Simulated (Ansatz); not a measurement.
## Optical response of Sn: ground state and bands

Ansatz 0.2.0; DFT, PBE, plane-wave PAW, default files, scalar-relativistic, ground state.

The self-consistent density comes first; it also tells whether there is a gap, which decides the occupations and the need for a Drude term.

The database entry behind the starting cell differs from later determinations by our own check (about 0.15 % long, nanocrystals), so it need not match the best structure at ambient conditions.

Input file input.yaml:

```yaml
crystal:
  lattice:
    - [-2.919644075, 2.919644075, 1.5938]
    - [2.919644075, -2.919644075, 1.5938]
    - [2.919644075, 2.919644075, -1.5938]
  atoms:
    - { symbol: Sn, position: [0.75, 0.25, 0.5] }
    - { symbol: Sn, position: [0.0, 0.0, 0.0] }
kpoints:
  mp_grid: { grid: [8, 8, 8] }
  band_path:
    path:
      - [[0.0, 0.0, 0.0], [0.0, 0.0, 0.5], [-0.5, 0.5, 0.5], [0.0, 0.0, 0.0], [0.32449855, 0.32449855, -0.32449855], [0.25, 0.25, 0.25], [0.0, 0.5, 0.0], [-0.32449855, 0.67550145, 0.32449855], [-0.5, 0.5, 0.5]]
      - [[0.0, 0.0, 0.5], [0.25, 0.25, 0.25]]
    npoints: 6
scf:
  occupations: { method: fermi_dirac, width: 0.05 }
  n_extra_bands: 6
hamiltonian:
  xc: pbe
  pseudopotentials: { kind: paw }
output:
  forces: true
  stress: true
  populations: true
  write_bands: true
  write_density: true
  write_potential: true
  elf: true
  volumetric_format: npy
```

Started as:

```bash
> ansatz run input.yaml --threads 4 --pin off --max-ram 8192MiB --backend cpu --events-out ev --progress --plain --runs-dir out
```

Before running it: what should come out for the electronic bands?

An even count of 28 valence electrons could fill 14 bands, but bands overlap in energy here, so the system is a metal.

Numbers from this step:

| Property | Result |
| --- | --- |
| volume | 54.34 Å³ |
| gap on the path | 0 eV |

The electronic bands at the labelled points (eV, zero at the Fermi level; # counts the bands kept):

```tsv
point	#1	#2	#3	#4	#5	#6	#7	#8
Γ	-11.10	-3.59	-1.95	-1.95	3.00	6.26	6.26	6.83
X	-8.86	-8.86	0.62	0.62	1.62	1.62	6.01	6.01
M	-7.51	-7.51	-4.78	-4.78	5.02	5.02	9.43	9.43
Γ	-11.10	-3.59	-1.95	-1.95	3.00	6.26	6.26	6.83
Z	-6.47	-5.55	-3.02	-2.91	-2.91	3.13	5.59	5.59
P	-5.96	-5.96	-3.51	-3.51	3.60	3.60	3.98	3.98
N	-6.91	-5.38	-2.29	-1.67	-1.13	2.27	2.88	4.71
Z1	-6.47	-5.55	-3.02	-2.91	-2.91	3.13	5.59	5.59
M	-7.51	-7.51	-4.78	-4.78	5.02	5.02	9.43	9.43
jump to X	-8.86	-8.86	0.62	0.62	1.62	1.62	6.01	6.01
P	-5.96	-5.96	-3.51	-3.51	3.60	3.60	3.98	3.98
```

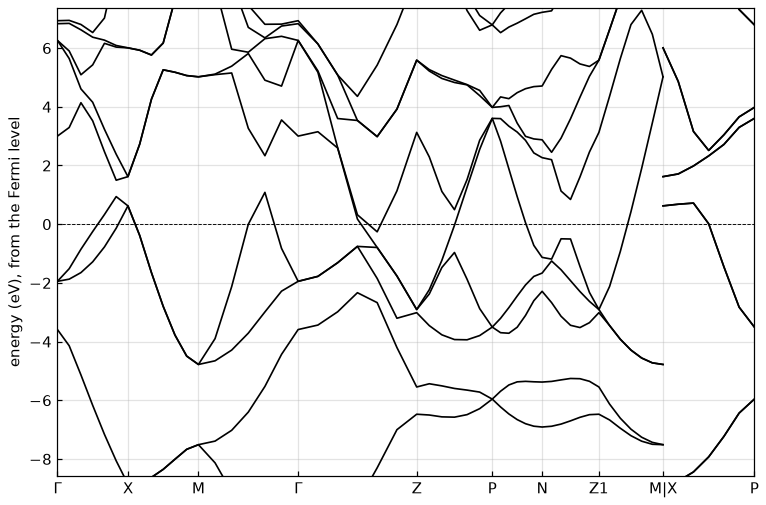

Electronic bands along the path.

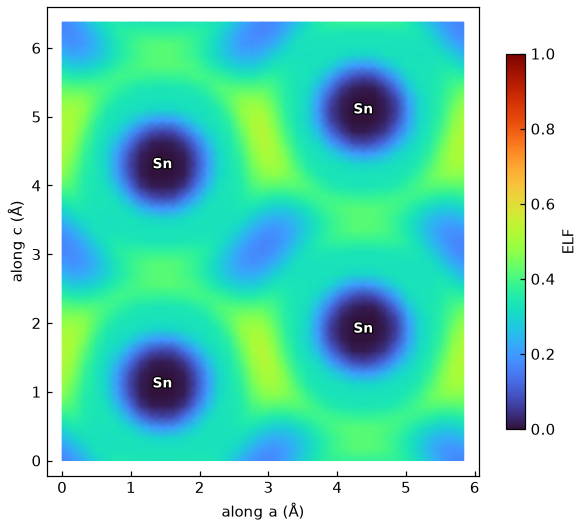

ELF in the ac plane of the conventional cell at fractional y = 0.000, with atoms of Sn within 0.2 Å of it. It is the smooth field of the valence electrons, not physical close to the nuclei. The map starts off the cell's origin, so that atoms lie inside it.

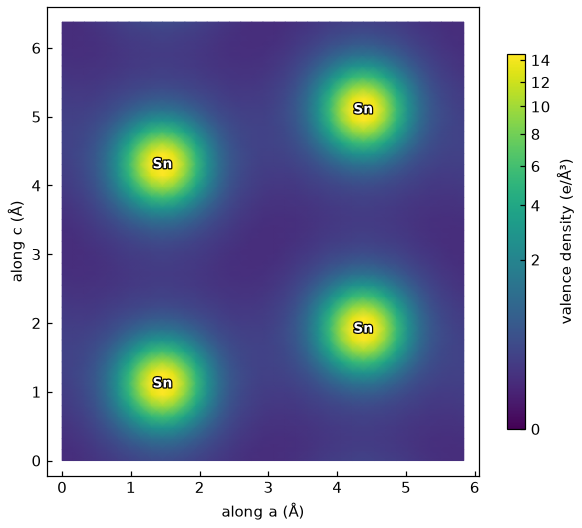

Valence density in the ac plane of the conventional cell at fractional y = 0.000, with atoms of Sn within 0.2 Å of it. The colour scale is stretched toward low values.

[Logs are printed without paths, hosts, clocks, repeated set-up lines and the standing remarks that a program may print on its own settings, such as how far it seeks lower states.]

[Hosts, paths, dates, database ids (printed as entryN), source tags and the programs' standing remarks are cut or masked in the printed files.]
